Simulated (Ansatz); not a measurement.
# C4H9AlF2: geometry relaxation

The run: geometry relaxation of C4H9AlF2. Method and program: RKS wB97X-V/def2-TZVPD (Ansatz 0.2.0).

The run did not end well. The geometry comes from this level: PBE0-D4/def2-TZVP.

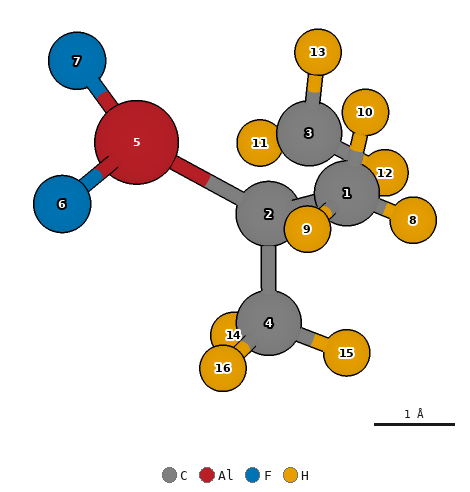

*The input geometry (ball-and-stick view, seen at a tilt; atoms are numbered from 1 in the order of the input). Sticks mark near contacts.*

Bond lengths as drawn: Al–C 1.94 Å, Al–F 1.43 to 1.81 Å, C–C 1.37 to 1.42 Å and C–H 0.84 to 1.16 Å.

The input:
```yaml
crystal:
  periodic: [false, false, false]
  atoms:
    - {symbol: C, position_ang: [0.368721, 0.540735, 1.187626]}
    - {symbol: C, position_ang: [-0.116445, 0.029576, 0.009884]}
    - {symbol: C, position_ang: [1.182830, -1.279046, -0.515175]}
    - {symbol: C, position_ang: [-1.339805, -0.670034, 0.215040]}
    - {symbol: Al, position_ang: [0.073257, 1.288601, -1.452233]}
    - {symbol: F, position_ang: [-1.132538, 2.632663, -1.445792]}
    - {symbol: F, position_ang: [0.832825, 1.248492, -2.661807]}
    - {symbol: H, position_ang: [0.363052, 0.060139, 1.951720]}
    - {symbol: H, position_ang: [-0.322383, 1.362960, 1.260968]}
    - {symbol: H, position_ang: [1.348458, 1.068718, 1.285574]}
    - {symbol: H, position_ang: [0.915050, -1.575482, -1.256283]}
    - {symbol: H, position_ang: [1.069889, -1.824173, 0.404113]}
    - {symbol: H, position_ang: [2.102075, -0.568351, -0.454397]}
    - {symbol: H, position_ang: [-1.533999, -1.378682, -0.532831]}
    - {symbol: H, position_ang: [-1.318174, -1.297173, 1.073852]}
    - {symbol: H, position_ang: [-2.161716, 0.080811, 0.217737]}
basis:
  gaussian: {orbitals: def2-TZVPD}
hamiltonian: {xc: {name: wB97X-V}}
relax: {f_tol: 0.0001, max_steps: 2}
output: {forces: true}
```

Machine: 4 threads of Arm Neoverse V1, 23 GiB of memory available, shared host.

Launched with:
```bash
ansatz run in.yaml --threads 4 --pin off --events-out ev --progress --plain --max-ram 11315MiB
```

The program's output:
```
Functional definition: wB97X-V
  name "wB97X-V"
  cite "Mardirossian & Head-Gordon, Phys. Chem. Chem. Phys. 16, 9904 (2014) doi:10.1039/C3CP54374A"
  cite "Becke, J. Chem. Phys. 107, 8554 (1997) doi:10.1063/1.475007"
  cite "Vydrov & Van Voorhis, J. Chem. Phys. 133, 244103 (2010) doi:10.1063/1.3521275"
  parameter omega = 0.3/bohr
  parameter cx = 0.167
  parameter cx1 = 0.603
  parameter cx2 = 1.194
  parameter css0 = 0.556
  parameter css1 = -0.257
  parameter cos0 = 1.219
  parameter cos1 = -1.850
  parameter b = 6.0
  parameter c = 0.01
  exchange = spin_sum(e_x_unif_sr(omega)*poly(b97_u_x, 1 - cx, cx1, cx2)) + cx*exact_x_sr(omega) + exact_x_lr(omega)
  correlation = spin_sum(e_c_pw_same_spin*poly(b97_u_same, css0, css1))
      + integral(e_c_pw_opposite_spin*poly(b97_u_opposite, cos0, cos1)) + vv10(b, c)
1822 factors; their error is unknown
783 factors; integrals over basis functions are off by at most 4.5e-7 eV
mean field evaluation 1: about -16313.6242 eV, gradient 7.4e1 eV
mean field evaluation 2: about -16316.2639 eV, gradient 7.1e1 eV
mean field evaluation 4: about -16323.8238 eV, gradient 2.8e0 eV
mean field evaluation 8: about -16323.8467 eV, gradient 6.6e-2 eV
mean field evaluation 16: about -16323.8291 eV, gradient 2.6e-4 eV
mean field -16323.82908790 eV, -599.8896542916 hartree, gradient 7.4e-5 eV, S^2 0.000000; 0 other end points of the search recorded, 0 dependent functions left out
the calculation of the forces begins
reference -16323.82908461 eV, -599.8896541706 hartree; 32, 32 occupied and 320, 320 virtual orbitals, 1822 factors
relax step   1: F+E_penalty+E_count = -16323.82908790 eV  Δ(F+E_penalty+E_count) = +0.000e0 eV  max|allowed force component| = 1.722e1 eV/Å  Δτ_max = 0.0000 Å  (34 SCF iters, accepted)
these checks for a lower state are left out or cut short: starts, cluster_reference, orbital_swaps, neighbouring_geometries, increment
1822 factors; their error is unknown
783 factors; integrals over basis functions are off by at most 4.4e-7 eV
mean field -16329.16360228 eV, -600.0856940791 hartree, gradient 2.2e-5 eV, S^2 0.000000; 0 other end points of the search recorded, 0 dependent functions left out
the calculation of the forces begins
reference -16329.16359903 eV, -600.0856939597 hartree; 32, 32 occupied and 320, 320 virtual orbitals, 1822 factors
relax step   2: F+E_penalty+E_count = -16329.16360228 eV  Δ(F+E_penalty+E_count) = -5.335e0 eV  max|allowed force component| = 4.326e0 eV/Å  Δτ_max = 0.1945 Å  (39 SCF iters, accepted)
```

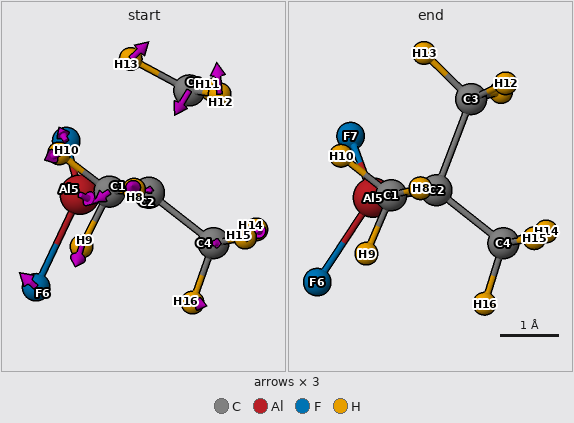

*Before (left) and after (right) the relaxation, at one scale (ball-and-stick view, seen at a tilt). The pink arrows give the displacements, magnified 3 times.*

The relaxation stopped without meeting its thresholds, so the last structure isn't shown to be converged. The largest move after the best rigid fit is that of H12, 0.19 Å. By element the largest moves are H 0.19 Å, C 0.18 Å, Al 0.15 Å, F 0.14 Å. Among the contacts that change: C2–C3 1.917 → 1.697 Å, C3–H11 0.842 → 1.044 Å, C1–H8 0.903 → 1.048 Å, Al5–F7 1.429 → 1.525 Å. Among the angles that change: H12–C3–H13 110.4° → 96.9°, H11–C3–H13 120.8° → 111.3°, H11–C3–H12 122.7° → 114.2°. Over 1 geometry step the energy falls by 5.335 eV. The largest force component goes from 17 to 4.3 eV/Å. (Atoms are counted from 1 in the order of the input.)

```
Error: geometry relaxation did not converge after 2 steps: max|allowed force component| = 4.33e0 eV/Å (threshold 1.0e-4). Raise `relax.max_steps` over both its present limit and 2, loosen `relax.f_tol`, or start from a geometry closer to equilibrium. Where this run's directory can be resumed (`checkpoint.write`), a resume goes on for up to `relax.max_steps` more
```

Trajectory as extended XYZ (Å, eV, eV/Å), 2 frames, from step=1 to step=2:
```
16
Properties=species:S:1:pos:R:3:forces:R:3 step=1 energy=-16323.82909
C     0.3687    0.5407    1.1876    2.4396   9.7290  -4.0893
C    -0.1164    0.0296    0.0099    4.5576  -3.7860  -6.3110
C     1.1828   -1.2790   -0.5152    4.3003  11.2907  17.2231
C    -1.3398   -0.6700    0.2150   -2.8154   0.2683  -0.2444
Al    0.0733    1.2886   -1.4522   -8.9789   2.2382   9.7795
F    -1.1325    2.6327   -1.4458    1.8223  -1.8369   0.1324
F     0.8328    1.2485   -2.6618    6.7728  -0.4768 -10.1269
H     0.3631    0.0601    1.9517   -0.7034  -6.6546   9.2857
H    -0.3224    1.3630    1.2610   -0.5088   0.9807   1.5383
H     1.3485    1.0687    1.2856   -0.1404  -0.3020  -0.9812
H     0.9151   -1.5755   -1.2563   -5.1055  -6.8968 -15.8814
H     1.0699   -1.8242    0.4041    0.3615  -0.9140  -0.0382
H     2.1021   -0.5684   -0.4544   -1.2192  -1.8604  -0.5353
H    -1.5340   -1.3787   -0.5328   -0.5743  -0.8321  -1.6768
H    -1.3182   -1.2972    1.0739   -0.1448  -0.1984   1.4599
H    -2.1617    0.0808    0.2177   -0.0635  -0.7489   0.4656
16
Properties=species:S:1:pos:R:3:forces:R:3 step=2 energy=-16329.16360
C     0.3527    0.6460    1.2270    0.3937   3.3701   0.2235
C    -0.0841    0.0075   -0.0168    3.3163  -2.9344  -2.3191
C     1.0891   -1.1429   -0.4429    0.9042   2.1885   3.4285
C    -1.3667   -0.7115    0.1802   -1.4092  -0.0796   0.1263
Al   -0.0299    1.2194   -1.5368   -4.3262   2.4621   4.3070
F    -1.0058    2.6885   -1.4240    1.0790  -1.9195  -0.1432
F     0.9192    1.2614   -2.7292    3.1840  -0.2003  -4.0200
H     0.4131    0.0489    2.0857   -0.2171  -1.5134   1.2718
H    -0.3959    1.4320    1.4154    0.1862   0.0625   0.5410
H     1.3334    1.1740    1.2171   -0.3970  -0.2441  -0.4491
H     0.8457   -1.5838   -1.3572   -0.2400  -1.0699  -1.4858
H     1.2547   -1.8850    0.4027   -0.9057   0.4371  -0.9695
H     2.1561   -0.7099   -0.4585   -1.5919  -0.0787  -0.5103
H    -1.6012   -1.4003   -0.6227   -0.1151  -0.1197  -0.4644
H    -1.3426   -1.3270    1.0783    0.0141  -0.0535   0.3676
H    -2.2068    0.0026    0.2698    0.1246  -0.3073   0.0956
```

What the run reported:

- outcome: not converged
- wall time: 74 s (CPU time 4.6 min)
- peak memory: 2.3 GiB

Diagnosis:

This input holds a deliberate fault: the optimiser is allowed too few steps. The run did not converge: “geometry relaxation did not converge after 2 steps: max|allowed force component| = 4.33e0 eV/Å (threshold 1.0e-4). Raise `relax.max_steps` over both its present limit and 2, loosen `relax.f_tol`, or start from a geometry closer to equilibrium …” Its last values are not results.
